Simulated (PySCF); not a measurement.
Input

```
{"job": {"kind": "uv", "xc": "PBE0", "basis": "def2-SVPD", "nstates": 8, "ntriplets": 3}, "charge": 0, "multiplicity": 1}
C     -2.174988    -0.170039     1.831846
C     -1.254030    -0.103695     1.062558
C     -0.176279    -0.032330     0.168702
C     -0.080822     0.834154    -0.881778
P      1.363287     0.756576    -1.884283
C      2.035850    -0.511016    -0.960234
S      1.162683    -1.116279     0.381685
H     -2.983732    -0.220179     2.497444
H     -0.870532     1.541368    -1.083759
H      2.987446    -0.973905    -1.154711
```

Run with:

```sh
OMP_NUM_THREADS=1 python probes_run.py task.json out
```

Geometry: GFN2-xTB.

Method: PBE0/def2-SVPD, SCF density, gas phase in PySCF 2.14.0.

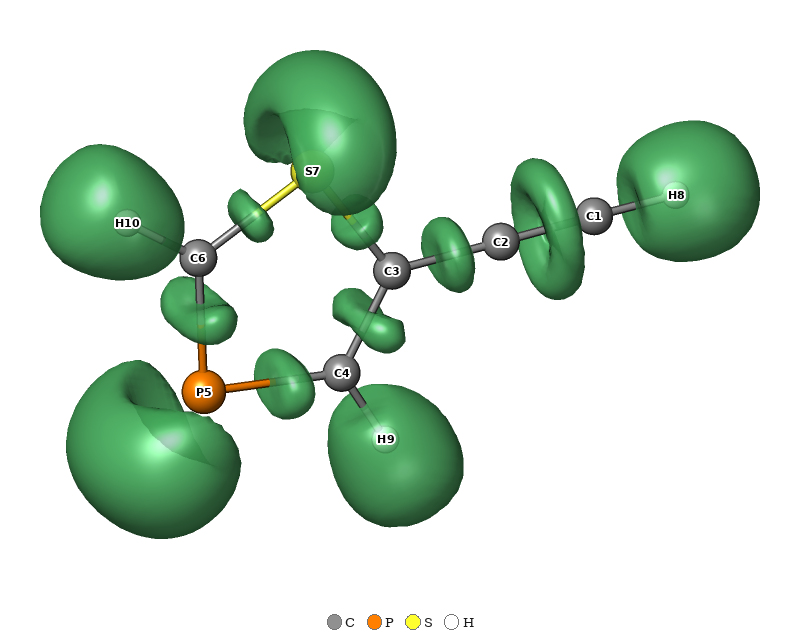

C5H3PS (SMILES C#Cc1cpcs1). Isosurface of the electron localisation function at 0.85 (green), seen at a tilt. Only the valence region is drawn (cores and ρ < 0.01 e/Å³ removed).

**Describe the localisation domains.**

At this value the surface marks out three regions between bonded C–C atoms (shared pairs), two regions between bonded C–P atoms (shared pairs), two regions between bonded C–S atoms (shared pairs), three regions around hydrogen nuclei, one lobe on P, pointing away from the bonds (lone pairs) and one lobe on S, pointing away from the bonds (lone pairs, which may merge into one lobe). Along the contacts the grid gives the following. C–C (1.20 Å): the ELF peaks at about 0.85 between the atoms; a short, multiple covalent bond. C–P (1.71 Å): the ELF peaks at about 0.95 between the atoms, as expected for a covalent bond.
